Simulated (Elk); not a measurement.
# E(q) of Fe, part 2 of 2

Aim: the energy of spin spirals in Fe along a path of wavevectors.

Elk 11.2.3 (patched build); LDA (Perdew-Wang); all-electron APW+lo, Dirac cores, scalar-relativistic bands.

So far. Step 2 (The state at q = 0): After 19 cycles the largest moment stands at 2.29 μB. Step 3 (One pass at q = (0.1667, -0.1667, 0.1667)): By that sum this spiral lies +67.4 meV a seeded atom from q = 0.

The database entry behind the starting cell differs from later determinations by our own check (an axis about 0.7 % long against later determinations), so it need not match the best structure at ambient conditions.

### 4. One pass at q = (0.3333, -0.3333, 0.3333)

File elk.in:

```
tasks
  1

xctype
  3

reducebf
  0.5

epsengy
  1e-06

maxscl
  1

rgkmax
  7.0

nempty
  12

swidth
  0.003

lmaxi
  3

spinsprl
  .true.

spinpol
  .true.

vqlss
  0.333333 -0.333333 0.333333

sppath
  './'

avec
  -2.72687479783 2.72687479783 2.72687479783
  2.72687479783 -2.72687479783 2.72687479783
  2.72687479783 2.72687479783 -2.72687479783

atoms
  1
  'Fe.in'
  1
  0.0000000000 0.0000000000 0.0000000000   -0.000140 0.000000 0.000000

ngridk
  12 12 12
```

Started as:

```sh
$ OMP_NUM_THREADS=2 elk
```

Numbers of over 12 decimals in the logs are rounded to 6 here.

Log:

```text
┌─────────────────────────┐
│ Elk code version 11.2.3 │
└─────────────────────────┘

All units are atomic (Hartree, Bohr, etc.)

┌──────────────────────────────────────────┐
│ Ground-state run resuming from STATE.OUT │
└──────────────────────────────────────────┘

Lattice vectors :
  -2.726874798       2.726874798       2.726874798
   2.726874798      -2.726874798       2.726874798
   2.726874798       2.726874798      -2.726874798

Species : 1 (Fe)
 muffin-tin radius :    2.336542848
[...]
total calculated charge     :    25.99983288
 total charge                :    26.00000000
 error                       :   0.1671178661E-03

Moments :
 interstitial                :  -0.1543328550E-01  0.1832135581E-04 -0.2935494428E-05
 muffin-tins
  species : 1 (Fe)
   atom 1                    :    2.194133431      0.8022643561E-03  0.5995674453E-04
 total in muffin-tins        :    2.194133431      0.8022643561E-03  0.5995674453E-04
 total moment                :    2.178700145      0.8205857120E-03  0.5702125010E-04

┌──────────────────────────────┐
│ Self-consistent loop stopped │
└──────────────────────────────┘

[key lines of the parts left out:]
total energy                :     -1270.5627276024
```

Elapsed: 2.6 s, on 2 threads of AMD EPYC 9R45, shared host; peak memory 0.09 GiB.

Read from the output:

| Property | Result |
| --- | --- |
| magnetization | 2.179, 8.21e-4, 0 μB |
| final state | spiral |
| largest moment | 2.194 μB |

By that sum this spiral lies +278.1 meV a seeded atom from q = 0.

### 5. A faulty input

An input with a fault is tried, to see how the program answers.

File elk.in:

```
tasks
  0

xctype
  3

reducebf
  1.0

epsengy
  1e-06

maxscl
  75

rgkmax
  7.0

nempty
  12

swidth
  0.003

lmaxi
  3

spinsprl
  .true.

spinpol
  .true.

vqlss
  0.000000 0.000000 0.500000

sppath
  './'

avec
  -2.72687479783 2.72687479783 2.72687479783
  2.72687479783 -2.72687479783 2.72687479783
  2.72687479783 2.72687479783 -2.72687479783

atoms
  1
  'Fe.in'
  1
  0.0000000000 0.0000000000 0.0000000000   -0.140000 0.000000 0.000000

ngridk
  12 12 12
```

Started as:

```sh
$ OMP_NUM_THREADS=2 elk
```

Log:

```text
┌─────────────────────────┐
│ Elk code version 11.2.3 │
└─────────────────────────┘

All units are atomic (Hartree, Bohr, etc.)

┌─────────────────────────────────────────────────┐
│ Ground-state run starting from atomic densities │
└─────────────────────────────────────────────────┘

Lattice vectors :
  -2.726874798       2.726874798       2.726874798
   2.726874798      -2.726874798       2.726874798
   2.726874798       2.726874798      -2.726874798

Species : 1 (Fe)
 parameters loaded from : Fe.in
 name : iron
 nuclear charge    :   -26.00000000
 electronic charge :    26.00000000
 atomic mass :    101799.2075
 muffin-tin radius :    2.336542848
 number of radial points in muffin-tin :    497
 inner part over the whole radius :   0.9819233484E-02
 number on inner part of muffin-tin    :    350
 approximate nuclear radius :   0.7160107270E-04
 number of mesh points to nuclear radius :    167
 atomic positions (lattice), magnetic fields (Cartesian) :
  1 :   0.00000000  0.00000000  0.00000000   -0.14000000  0.00000000  0.00000000

Total number of atoms per unit cell :    1
Total muffin-tin volume :    53.43303687
 ratio of muffin-tin to unit cell volume :   0.6588010343

Spin treatment :
 spin-polarised
 global magnetic field (Cartesian) :    0.000000000       0.000000000       0.000000000
 non-collinear magnetisation
 spin-spiral state assumed
  q-vector (lattice)   :    0.000000000       0.000000000      0.5000000000
  q-vector (Cartesian) :   0.5760427021      0.5760427021      0.1482691574E-16
  q-vector length      :   0.8146474018

Number of Bravais lattice symmetries :    4
Number of crystal symmetries         :    4
Crystal has no inversion symmetry
Complex Hermitian eigensolver will be used

k-point grid :     12    12    12
k-point offset :    0.000000000       0.000000000       0.000000000
k-point set is reduced with full crystal symmetry group
Total number of k-points :      510

Muffin-tin radius times maximum |G+k| :    7.000000000
 using average radius
Maximum |G+k| for APW functions       :    2.995879150
Maximum (1/2)|G+k|²                   :    4.487645939
Maximum |G| for potential and density :    12.00000000
Constant for pseudocharge density :    7
 order of it for each species :   14
 order of it for pair densities of each species (exact exchange by exxq0 0: 14) :   10
Radial integration step length :    1

G-vector grid sizes :     20    20    20
Number of G-vectors :     2347

Maximum angular momentum used for
 APW functions            :    8
 outer part of muffin-tin :    6
 inner part of muffin-tin :    3

Number of empty states         :     12
Total number of valence states :     42
Total number of core states    :     10

Third-order local-orbitals added for an l without core states : T
Total number of local-orbitals :     23

Exchange-correlation functional :      3     0     0
 Perdew-Wang/Ceperley-Alder, Phys. Rev. B 45, 13244 (1992)
 gradient requirement :    0
 local density approximation (LDA)

Smearing type :    3
 Fermi-Dirac
Smearing width :   0.3000000000E-02
Effective electronic temperature (K) :    947.3250744

Mixing type :    3
 Broyden mixing, J. Phys. A: Math. Gen. 17, L317 (1984)

Kohn-Sham potential initialised from atomic data

┌──────────────────────────────┐
│ Self-consistent loop started │
└──────────────────────────────┘

[... earlier loops left out ...]

┌──────────────────┐
│ Loop number : 22 │
└──────────────────┘

Energies :
 Fermi                       :     0.290440
 sum of occupied eigenvalues :     -735.68019977487
 electron kinetic            :      1287.0213795463
 core electron kinetic       :      1146.2763379602
 Coulomb                     :     -2503.9491168642
 Coulomb potential           :     -1951.7019366807
 nuclear-nuclear             :     -225.54407463171
 electron-nuclear            :     -2614.0987456196
 Hartree                     :      335.69370338712
 Madelung                    :     -1528.0981485238
 xc potential                :     -70.919004507309
 xc effective B-field        :    -0.79582349459005E-01
 external B-field            :      0.000000
 exchange                    :     -51.413135715096
 correlation                 :     -2.223942
 electron entropic           :    -0.13771909938567E-02
 total energy                :     -1270.5661918856
 (external B-field energy excluded from total)

Density of states at Fermi energy :    46.41358431
 (states/Hartree/unit cell)

Estimated indirect band gap :   0.2350917109E-03
 from k-point 479 to k-point 401
Estimated direct band gap   :   0.3583823270E-02
 at k-point 130

Charges :
 core                        :    10.00000000
 valence                     :    16.00000000
 interstitial                :    1.035011316
 muffin-tins (core leakage)
  species : 1 (Fe)
   atom 1                    :    24.96498868     ( -0.3589114577E-05)
 total in muffin-tins        :    24.96498868
 total calculated charge     :    25.99981219
 total charge                :    26.00000000
 error                       :   0.1878060957E-03

Moments :
 interstitial                :   0.3052421490E-02  0.1738351685E-04  0.2871447959E-06
 muffin-tins
  species : 1 (Fe)
   atom 1                    :    2.064546450     -0.4096228755E-03 -0.3305571483E-03
 total in muffin-tins        :    2.064546450     -0.4096228755E-03 -0.3305571483E-03
 total moment                :    2.067598871     -0.3922393587E-03 -0.3302700035E-03

┌──────────────────────────────┐
│ Self-consistent loop stopped │
└──────────────────────────────┘

Wrote STATE.OUT
```

The job ended after 93 s (2 threads; peak memory 0.11 GiB).

Convergence was reached, yet the input spoils the result.

The fault in the input: a seed field that is never reduced.

The seed field stays on and holds up the moments; reducebf under 1 lets it die away.

### 6. E(q)

Wavevectors, in fractions of the reciprocal vectors: (0, 0, 0); (0.167, -0.167, 0.167); (0.333, -0.333, 0.333); (0.5, -0.5, 0.5); (0.333, -0.333, 0.5); (0.167, -0.167, 0.5); (0, 0, 0.5); (0, 0, 0.333); (0, 0, 0.167); (0, 0, 0); (0.167, 0.167, 0.167); (0.333, 0.333, 0.333). The path runs through Γ, H, N, Γ, near P.

The energy less that at q = 0, frozen potential by path:

| path (Å⁻¹) | energy less that at q = 0, frozen potential (meV a seeded atom) |
| --- | --- |
| 0.00 | 0 |
| 0.73 | 67.4 |
| 1.45 | 278 |
| 2.18 | 444 |
| 2.69 | 351 |
| 3.20 | 243 |
| 3.72 | 210 |
| 4.23 | 131 |
| 4.74 | 28.9 |
| 5.26 | 0 |
| 6.51 | 165 |
| 7.77 | 194 |

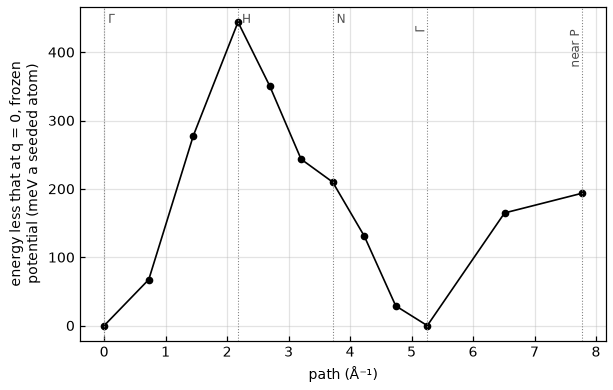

Energy less that at q = 0, frozen potential, plotted against path.

Table of magnon energy 4 dE/(M sin²θ), frozen potential by path:

| path (Å⁻¹) | magnon energy 4 dE/(M sin²θ), frozen potential (meV) |
| --- | --- |
| 0.00 | 0 |
| 0.73 | 119 |
| 1.45 | 492 |
| 2.18 | 786 |
| 2.69 | 621 |
| 3.20 | 431 |
| 3.72 | 372 |
| 4.23 | 232 |
| 4.74 | 51.0 |
| 5.26 | 0 |
| 6.51 | 292 |
| 7.77 | 342 |

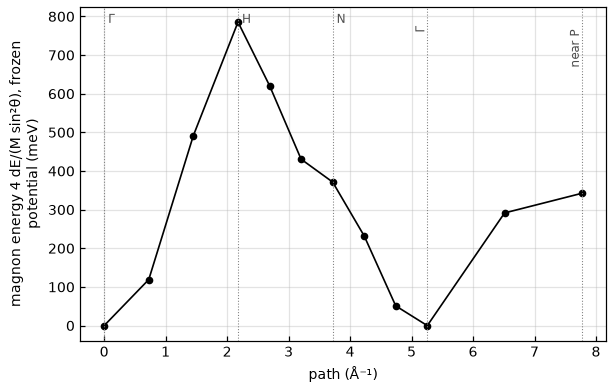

Magnon energy 4 dE/(M sin²θ), frozen potential, plotted against path.

### 7. Outcome

```
lowest point  : (0, 0, 0), 0 meV a seeded atom (frozen potential)
highest point : (0.5, -0.5, 0.5), 444 meV a seeded atom
```

What this shows: No spiral on the path lies under the state at q = 0; the dearest costs 444 meV a seeded atom. The force theorem is exact for small turns only; a flat spiral at large q turns neighbours far. The magnon energies are adiabatic and undamped; from flat spirals they are a Heisenberg estimate. The mesh is the same for all points and was not tested: differences of a few meV, and of some ten in a metal, can be noise.

[Logs and program files are shortened in this print: banners, set-up blocks, solver, clock and traceback lines can be left out without a mark of their own.]

[Logs are printed without paths, hosts, clocks, repeated set-up lines and the standing remarks that a program may print on its own settings, such as how far it seeks lower states.]

[Hosts, paths, dates, database ids (printed as entryN), source tags and the programs' standing remarks are cut or masked in the printed files.]

[Where a cell is said to come from a database of computed structures, the database is the Materials Project.]
